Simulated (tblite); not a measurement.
## Si3H6S: geometry relaxation (part 2 of 2)

Continued. System: Si3H6S, multiplicity 3, SMILES [SiH3][Si]S[SiH3]. Method: GFN2-xTB geometry optimisation, gas phase (tblite 0.8.0). 

Geometry of the input (Å):
```
Si 0.1167  0.4972  0.4334
Si 1.2038  2.1779  -0.4998
S  -0.7158  -1.3845  1.1897
Si -0.1281  -2.2816  3.0548
H  1.1975  3.3085  0.3922
H  0.5313  2.5565  -1.7112
H  2.5117  1.8002  -0.7966
H  1.2171  -2.6952  3.0008
H  -0.2564  -1.3162  4.1341
H  -0.9614  -3.3775  3.3349
```

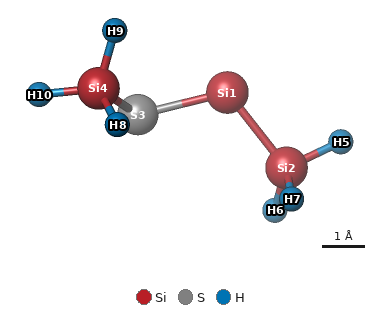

Figure 1. The geometry at step 88 of the log (ball-and-stick view, seen at a tilt; atoms are numbered from 1 in the order of the input).

**Trajectory as extended XYZ, continued**
```
10
Properties=species:S:1:pos:R:3:forces:R:3 step=56 energy=-311.32720
Si   -0.2514    0.9802    1.2378    0.0110  -0.0120   0.0200
Si    1.0839    1.9728   -0.3309   -0.0110  -0.0400  -0.0160
S    -0.4274   -1.2141    1.0091   -0.0260   0.0100  -0.0110
Si   -0.0213   -2.1590    2.8818    0.0220  -0.0400  -0.0350
H     1.2144    3.3381    0.1774    0.0030   0.0320   0.0290
H     0.5415    2.0524   -1.6943   -0.0040  -0.0180  -0.0060
H     2.4196    1.3823   -0.4788    0.0250   0.0130  -0.0020
H     1.3723   -2.5873    2.8856   -0.0050   0.0190  -0.0140
H    -0.2770   -1.1935    3.9392   -0.0170   0.0420   0.0220
H    -0.9380   -3.2866    2.9055    0.0020  -0.0070   0.0140
10
Properties=species:S:1:pos:R:3:forces:R:3 step=60 energy=-311.32917
Si   -0.2228    0.9864    1.2680    0.0030   0.0290  -0.0030
Si    1.0812    1.9654   -0.3358    0.0310  -0.0050   0.0410
S    -0.4888   -1.1939    1.0266   -0.0070   0.0050  -0.0100
Si   -0.0176   -2.1559    2.8752   -0.0390   0.0080   0.0140
H     1.2052    3.3386    0.1594   -0.0290   0.0050  -0.0020
H     0.5558    2.0100   -1.7072   -0.0050  -0.0110   0.0110
H     2.4314    1.3995   -0.4517    0.0230  -0.0110  -0.0270
H     1.3827   -2.5599    2.8526   -0.0060   0.0220  -0.0150
H    -0.2838   -1.2166    3.9586    0.0160   0.0050  -0.0340
H    -0.9268   -3.2883    2.8867    0.0130  -0.0480   0.0240
10
Properties=species:S:1:pos:R:3:forces:R:3 step=64 energy=-311.33229
Si   -0.1967    0.9742    1.2710   -0.0250  -0.0580   0.0090
Si    1.1001    1.9557   -0.3323    0.0380   0.0790  -0.0620
S    -0.5502   -1.2007    1.0295    0.0230   0.0410   0.0610
Si   -0.0305   -2.1540    2.8744    0.0050  -0.0320  -0.0580
H     1.1862    3.3345    0.1670   -0.0130  -0.0510  -0.0180
H     0.5581    1.9991   -1.7036    0.0430  -0.0300   0.0950
H     2.4714    1.4364   -0.4687   -0.0450  -0.0010  -0.0160
H     1.3784   -2.5346    2.8231   -0.0470   0.0420  -0.0080
H    -0.2914   -1.2141    3.9564    0.0090   0.0210  -0.0080
H    -0.9088   -3.3113    2.9155    0.0120  -0.0110   0.0050
10
Properties=species:S:1:pos:R:3:forces:R:3 step=68 energy=-311.33684
Si   -0.1529    1.0159    1.3454   -0.0090   0.0010  -0.0300
Si    1.1136    1.9416   -0.3209   -0.0080  -0.0170   0.0280
S    -0.6620   -1.1215    1.0848   -0.0050  -0.0040  -0.0070
Si   -0.0421   -2.1524    2.8509    0.0100   0.0240   0.0090
H     1.1479    3.3461    0.0916    0.0210   0.0120   0.0160
H     0.5977    1.8826   -1.6938   -0.0180  -0.0240  -0.0020
H     2.4937    1.4412   -0.4126    0.0090   0.0030  -0.0030
H     1.3790   -2.4567    2.7367    0.0040   0.0070  -0.0120
H    -0.2940   -1.2619    3.9766   -0.0040  -0.0080   0.0130
H    -0.8645   -3.3497    2.8736    0.0010   0.0050  -0.0130
10
Properties=species:S:1:pos:R:3:forces:R:3 step=72 energy=-311.33757
Si   -0.1447    1.0326    1.3590   -0.0240   0.0000  -0.0070
Si    1.1177    1.9344   -0.3203    0.0090   0.0130  -0.0080
S    -0.7104   -1.0911    1.1172   -0.0110   0.0020  -0.0290
Si   -0.0438   -2.1485    2.8487   -0.0010  -0.0190   0.0040
H     1.1358    3.3482    0.0652    0.0180  -0.0070   0.0080
H     0.6174    1.8405   -1.6984   -0.0170  -0.0190   0.0230
H     2.5065    1.4535   -0.3941    0.0070  -0.0030   0.0010
H     1.3786   -2.4290    2.7033    0.0190   0.0100  -0.0100
H    -0.2929   -1.2960    4.0023   -0.0050   0.0130   0.0260
H    -0.8476   -3.3592    2.8494    0.0050   0.0100  -0.0090
10
Properties=species:S:1:pos:R:3:forces:R:3 step=76 energy=-311.33940
Si   -0.1463    1.0718    1.3998   -0.0140   0.0080  -0.0130
Si    1.1295    1.9149   -0.3015   -0.0080  -0.0060  -0.0040
S    -0.8008   -1.0265    1.1680   -0.0210   0.0300  -0.0220
Si   -0.0466   -2.1295    2.8325    0.0440  -0.0300  -0.0260
H     1.1262    3.3479    0.0061    0.0090  -0.0160   0.0010
H     0.6401    1.7155   -1.6707   -0.0280   0.0100   0.0080
H     2.5280    1.4608   -0.3460    0.0290  -0.0130   0.0190
H     1.3795   -2.3474    2.6206    0.0090   0.0190   0.0160
H    -0.2909   -1.3547    4.0404   -0.0030   0.0220   0.0140
H    -0.8022   -3.3676    2.7833   -0.0170  -0.0230   0.0070
10
Properties=species:S:1:pos:R:3:forces:R:3 step=80 energy=-311.34051
Si   -0.1624    1.0698    1.4008   -0.0040   0.0110  -0.0120
Si    1.1313    1.9105   -0.2881    0.0060  -0.0200  -0.0080
S    -0.7832   -1.0347    1.1410   -0.0140   0.0020   0.0120
Si   -0.0419   -2.1253    2.8228   -0.0180   0.0120   0.0020
H     1.1433    3.3434    0.0166    0.0060  -0.0120   0.0060
H     0.6134    1.7071   -1.6461   -0.0020   0.0150   0.0020
H     2.5281    1.4462   -0.3447   -0.0110  -0.0030   0.0130
H     1.3856   -2.3404    2.6231    0.0160   0.0050   0.0140
H    -0.2955   -1.3280    4.0181    0.0090  -0.0200  -0.0310
H    -0.8022   -3.3634    2.7889    0.0120   0.0100   0.0030
10
Properties=species:S:1:pos:R:3:forces:R:3 step=84 energy=-311.34115
Si   -0.1734    1.0903    1.4087   -0.0070  -0.0020   0.0000
Si    1.1331    1.8975   -0.2853   -0.0180   0.0300   0.0010
S    -0.8083   -1.0097    1.1569   -0.0130  -0.0040   0.0090
Si   -0.0387   -2.1176    2.8135    0.0230  -0.0040  -0.0070
H     1.1441    3.3343    0.0058    0.0050  -0.0190  -0.0090
H     0.6158    1.6753   -1.6408    0.0150   0.0150   0.0070
H     2.5308    1.4390   -0.3238    0.0060  -0.0230  -0.0010
H     1.3926   -2.3147    2.6096   -0.0160   0.0100   0.0010
H    -0.2905   -1.3493    4.0256   -0.0030   0.0110  -0.0020
H    -0.7890   -3.3598    2.7621    0.0080  -0.0130   0.0010
10
Properties=species:S:1:pos:R:3:forces:R:3 step=88 energy=-311.34173
Si   -0.1796    1.1326    1.4431   -0.0090  -0.0030   0.0040
Si    1.1349    1.8810   -0.2718    0.0140  -0.0130   0.0010
S    -0.8771   -0.9487    1.2074   -0.0100  -0.0180   0.0060
Si   -0.0356   -2.1065    2.7939   -0.0140  -0.0060   0.0000
H     1.1401    3.3283   -0.0547    0.0060   0.0170   0.0110
H     0.6386    1.5925   -1.6206    0.0010   0.0090  -0.0180
H     2.5351    1.4233   -0.2697   -0.0100  -0.0130   0.0030
H     1.3955   -2.2503    2.5574    0.0110   0.0060  -0.0140
H    -0.2846   -1.3988    4.0420   -0.0040   0.0150   0.0140
H    -0.7507   -3.3682    2.7052    0.0150   0.0060  -0.0060
10
Properties=species:S:1:pos:R:3:forces:R:3 step=92 energy=-311.34242
Si   -0.2008    1.1655    1.4614   -0.0020  -0.0180  -0.0040
Si    1.1402    1.8572   -0.2586   -0.0120  -0.0110  -0.0150
S    -0.9469   -0.9040    1.2588   -0.0090   0.0250  -0.0280
Si   -0.0300   -2.0896    2.7781    0.0220   0.0120   0.0220
H     1.1421    3.3112   -0.0890    0.0150   0.0120   0.0140
H     0.6545    1.5292   -1.6039    0.0210   0.0070   0.0070
H     2.5408    1.3993   -0.2253   -0.0280  -0.0110   0.0000
H     1.4012   -2.1804    2.5101   -0.0100   0.0150  -0.0120
H    -0.2768   -1.4379    4.0573    0.0020   0.0020   0.0100
H    -0.7078   -3.3653    2.6436    0.0000  -0.0330   0.0070
10
Properties=species:S:1:pos:R:3:forces:R:3 step=96 energy=-311.34377
Si   -0.2327    1.1929    1.4722    0.0170   0.0260  -0.0070
Si    1.1420    1.8284   -0.2454   -0.0420   0.0180   0.0540
S    -1.0394   -0.8532    1.3259    0.0060  -0.0110  -0.0300
Si   -0.0204   -2.0658    2.7605   -0.0310   0.0010  -0.0300
H     1.1590    3.2884   -0.1118    0.0170  -0.0370   0.0030
H     0.6792    1.4649   -1.5866    0.0040   0.0080  -0.0390
H     2.5328    1.3504   -0.1711    0.0010  -0.0100   0.0020
H     1.4043   -2.0776    2.4492    0.0000   0.0190  -0.0120
H    -0.2635   -1.4798    4.0709    0.0080  -0.0150   0.0260
H    -0.6449   -3.3634    2.5685    0.0190   0.0010   0.0340
10
Properties=species:S:1:pos:R:3:forces:R:3 step=100 energy=-311.34936
Si   -0.3761    1.2253    1.4369   -0.0240   0.0400   0.0620
Si    1.1176    1.7632   -0.2036    0.0680   0.0100  -0.0380
S    -1.1766   -0.8268    1.3683   -0.0310   0.0020  -0.0900
Si    0.0032   -1.9965    2.7023    0.0140  -0.0570   0.1650
H     1.2958    3.2094   -0.0428   -0.0460  -0.0380  -0.0010
H     0.6948    1.4607   -1.5769    0.0140   0.0320   0.0020
H     2.4510    1.1499   -0.0718   -0.0080  -0.0270  -0.0050
H     1.4145   -1.8507    2.3763    0.0490   0.0260  -0.0900
H    -0.2287   -1.4982    4.0528   -0.0330  -0.0180  -0.0060
H    -0.4791   -3.3510    2.4910   -0.0050   0.0300   0.0000
10
Properties=species:S:1:pos:R:3:forces:R:3 step=104 energy=-311.35259
Si   -0.4211    1.2321    1.4242    0.0230   0.0150  -0.0020
Si    1.1168    1.7439   -0.1936    0.0070  -0.0120   0.0000
S    -1.2116   -0.8293    1.3796    0.0200   0.0170  -0.0360
Si    0.0115   -1.9777    2.7005    0.0300   0.0100   0.0320
H     1.3263    3.1847   -0.0153   -0.0340  -0.0580   0.0030
H     0.7040    1.4753   -1.5787    0.0220   0.0270   0.0240
H     2.4270    1.0822   -0.0514   -0.0310   0.0000  -0.0050
H     1.4129   -1.7868    2.3465    0.0200   0.0280  -0.0540
H    -0.2217   -1.4986    4.0556   -0.0310  -0.0170   0.0180
H    -0.4277   -3.3407    2.4650   -0.0250  -0.0110   0.0200
10
Properties=species:S:1:pos:R:3:forces:R:3 step=108 energy=-311.35679
Si   -0.4748    1.2069    1.4005   -0.0080  -0.0120  -0.0040
Si    1.1056    1.7090   -0.1754   -0.0060  -0.0110   0.0100
S    -1.2266   -0.8679    1.3288    0.0150  -0.0040   0.0280
Si    0.0264   -1.9437    2.6879   -0.0240   0.0400  -0.0120
H     1.3810    3.1209    0.0933   -0.0060   0.0120   0.0030
H     0.7098    1.5565   -1.5812    0.0040   0.0030  -0.0070
H     2.3687    0.9635   -0.0523    0.0040  -0.0100  -0.0030
H     1.4077   -1.6842    2.3030    0.0530  -0.0050  -0.0130
H    -0.2265   -1.4446    4.0340   -0.0180  -0.0190  -0.0160
H    -0.3547   -3.3313    2.4938   -0.0140   0.0050   0.0120
10
Properties=species:S:1:pos:R:3:forces:R:3 step=112 energy=-311.35729
Si   -0.4834    1.2107    1.3997   -0.0010   0.0050  -0.0050
Si    1.1023    1.7024   -0.1741    0.0010   0.0050   0.0090
S    -1.2297   -0.8644    1.3343   -0.0110   0.0020  -0.0070
Si    0.0326   -1.9354    2.6839    0.0160  -0.0070  -0.0050
H     1.3866    3.1122    0.0990   -0.0050   0.0030   0.0020
H     0.7114    1.5608   -1.5830    0.0110  -0.0050   0.0060
H     2.3587    0.9456   -0.0433   -0.0080  -0.0050  -0.0120
H     1.4164   -1.6767    2.2982    0.0010  -0.0010   0.0050
H    -0.2311   -1.4464    4.0306    0.0010  -0.0060  -0.0010
H    -0.3471   -3.3236    2.4872   -0.0060   0.0060   0.0090
10
Properties=species:S:1:pos:R:3:forces:R:3 step=116 energy=-311.35746
Si   -0.4967    1.2115    1.3895   -0.0030  -0.0010   0.0030
Si    1.1004    1.7010   -0.1725    0.0000   0.0020  -0.0040
S    -1.2309   -0.8680    1.3308   -0.0020  -0.0050   0.0030
Si    0.0365   -1.9321    2.6826    0.0010   0.0040  -0.0040
H     1.3942    3.1063    0.1136   -0.0010   0.0020   0.0000
H     0.7171    1.5732   -1.5849    0.0030   0.0010   0.0020
H     2.3475    0.9290   -0.0474    0.0020  -0.0020   0.0000
H     1.4194   -1.6682    2.2987    0.0030  -0.0020   0.0000
H    -0.2295   -1.4467    4.0299    0.0000   0.0070   0.0030
H    -0.3416   -3.3209    2.4922   -0.0040  -0.0060  -0.0030
```
